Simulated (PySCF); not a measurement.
Cd(SMe)(SeH), SMILES C[S][Cd][SeH] (CH₄CdSSe), PBE0/def2-SVP optimised geometry. Atoms within 1.6 Å of the plane z = 0.8 Å (x, y, z in Å): Cd1 (0.07, 0.61, 0.00), S2 (2.42, 0.61, 0.00), C3 (2.85, -0.28, 1.54), H5 (3.95, -0.30, 1.59), H6 (2.49, -1.32, 1.53), Se7 (-2.39, 0.63, -0.03), H8 (-2.42, -0.63, -0.79).

Method: PBE0/def2-TZVP, def2 effective core potentials past Kr (PySCF). The core electrons that the potentials of Cd replace are not part of the density.

Map of the deformation density (molecule minus spherical neutral atoms) (e/bohr³) on the plane z = 0.8 Å:

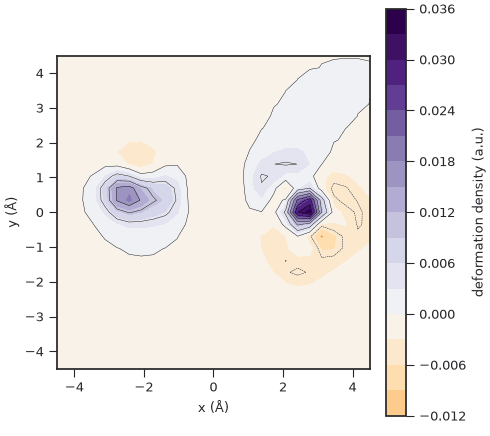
Figure. Deformation density (molecule minus spherical neutral atoms) (e/bohr³) on the plane z = 0.8 Å.
